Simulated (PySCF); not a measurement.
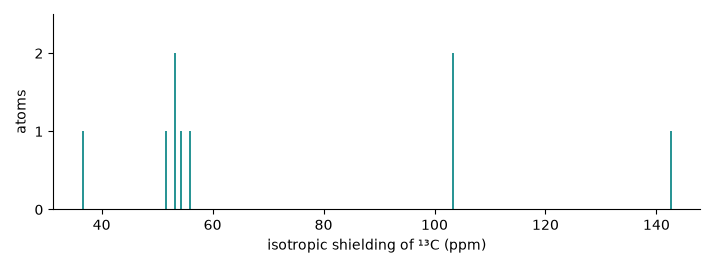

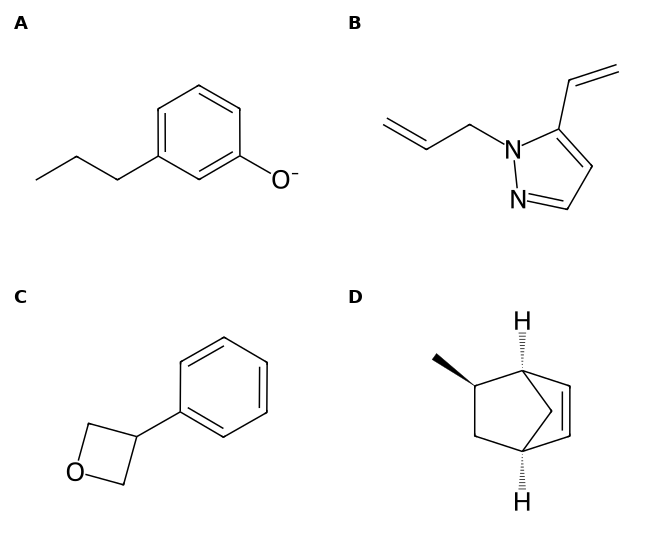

The sticks are computed shieldings of one of the molecules, for one fixed geometry (GFN2-xTB) without averaging over rotations. Low shielding means a high chemical shift. Method: GIAO PBE0/pcSseg-1 NMR shielding, non-relativistic, gas phase (PySCF 2.14.0).

**Which molecule gives this pattern?**

C, `c1ccc(C2COC2)cc1`. Its 9 C atoms give lines at 36.6, 51.6, 53.2 (2 atoms), 54.3, 55.9, 103.4 (2 atoms), 142.6 ppm.
